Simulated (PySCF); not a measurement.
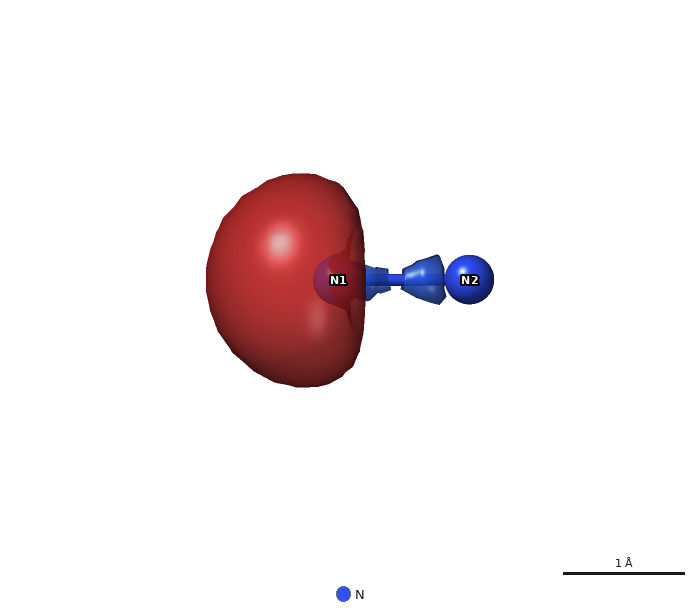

Figure. N2, SMILES `N#N`. Intrinsic bond orbitals (IBO), occupied; each surface holds about 70 % of the orbital's density. Energies are diagonal elements of the Fock matrix.

PySCF calculation, LDA (SVWN)/def2-SVPD, gas phase; geometry: GFN2-xTB. No frequency check shows the geometry to be a minimum.

Cartesian coordinates (Å):

```
N1       0.5491    0.0000    0.0000
N2      -0.5491    0.0000    0.0000
```

> What does this orbital represent?

Lone pair on N1 (sp0.7-type) (N1 100 %; −12.3 eV).

Run time: 0.94 s on 1 thread of Intel(R) Xeon(R) 6975P-C (Granite Rapids) (shared host), peak memory 0.19 GiB.
